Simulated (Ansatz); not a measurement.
The relaxed structure here is a generated cell of YGe2: the first start was made by placing the elements on the sites of a structure type, and the end was not matched to a known phase here, so it may be hypothetical.

One stationary structure of YGe2. Space group P6₂22 (No. 180), AFLOW prototype AB2_hP9_180_d_j (C40, as in CrSi2). These are r2SCAN (plane waves to 500 eV, PAW, scalar-relativistic; Ansatz, a program for electronic structure) values and carry that method's errors.

Space group P6₂22 (No. 180); a = b = 5.4407 Å, c = 7.5516 Å, α = β = 90.00°, γ = 120.00°

```json
[
 {"atom": "Y", "site": "3c", "symmetry": "222", "x": "0.5000", "y": "0.0000", "z": "0.0000"},
 {"atom": "Ge", "site": "6i", "symmetry": "..2", "x": "0.1409", "y": "0.2818", "z": "0.0000"}
]
```

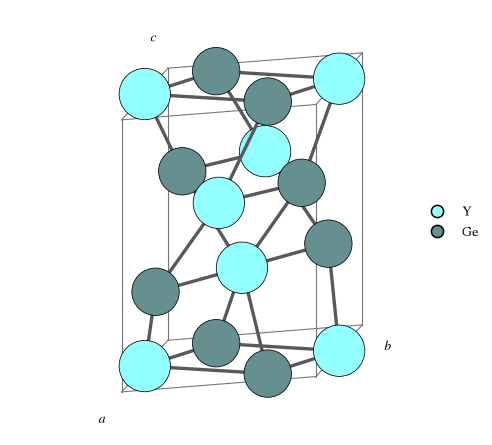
Figure: The conventional cell of the relaxed structure

```yaml
volume_per_atom: 21.51 Å³
band_gap: zero (metallic)
shortest_distances: Ge–Ge 2.66 Å; Ge–Y 3.03 Å
k-mesh: 10×10×6
```

Band energies at high-symmetry points (eV from the Fermi level; labels of this space group; no spin-orbit coupling), from −5 eV up to 3.6 eV:

| point | energies |
|---|---|
| Γ | -4.52 -3.64 -3.64 -2.19 -2.19 -1.75 -1.57 -1.38 -1.38 -1.35 -1.35 0.41 0.41 0.81 3.13 3.23 3.27 3.50 3.50 |
| M | -3.79 -3.67 -3.00 -2.51 -2.25 -2.23 -0.92 -0.76 -0.35 -0.01 0.01 1.00 1.01 1.34 1.37 1.95 2.71 2.86 3.29 3.41 3.50 |
| K | -4.33 -3.89 -3.89 -1.69 -1.46 -1.46 -0.72 -0.72 -0.41 -0.34 -0.34 -0.16 1.64 1.64 2.65 2.70 2.70 2.91 |
| A | -4.31 -3.99 -3.99 -2.67 -2.42 -2.42 -2.00 -1.48 -0.91 -0.91 0.14 0.14 0.60 1.64 1.64 2.51 2.51 |
| L | -4.16 -3.62 -3.32 -2.41 -2.41 -1.27 -1.11 -0.91 -0.64 -0.54 0.07 0.46 0.86 1.22 2.30 2.67 2.83 3.29 3.53 |
| H | -4.41 -4.03 -3.08 -3.08 -1.23 -1.23 -0.99 -0.98 -0.94 -0.94 1.15 1.15 1.32 1.32 2.74 2.85 2.85 3.45 3.49 3.49 3.51 |

No spin polarisation in the result. The relaxed primitive cell holds an odd number of electrons. A magnetic state may lie lower.

The run could not lose the symmetry of its start: the end is stationary, and may be a saddle point rather than a minimum.
